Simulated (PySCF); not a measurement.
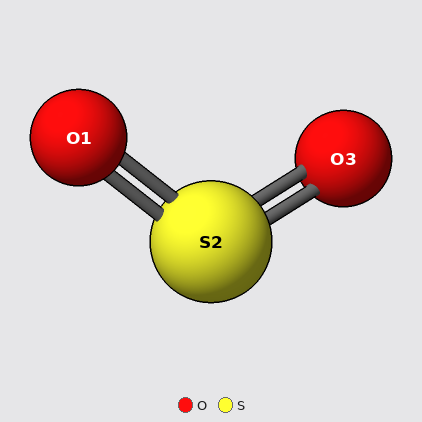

Computed geometry: GFN2-xTB optimisation. No frequency run is at hand to confirm it as a minimum. Level of theory: delta-SCF UKS SCAN, pcX-2 on the ionised atom, pcseg-1 elsewhere, spin-free X2C (PySCF 2.14.0).

Give the core-electron binding energies (to vacuum; p and d levels without spin–orbit splitting) of O1 1s, S2 1s, S2 2p.

```json
{"atom": "O1", "level": "1s", "binding energy (eV)": "539.6"}
{"atom": "S2", "level": "1s", "binding energy (eV)": "2483.3"}
{"atom": "S2", "level": "2p", "binding energy (eV)": "175.3"}
```
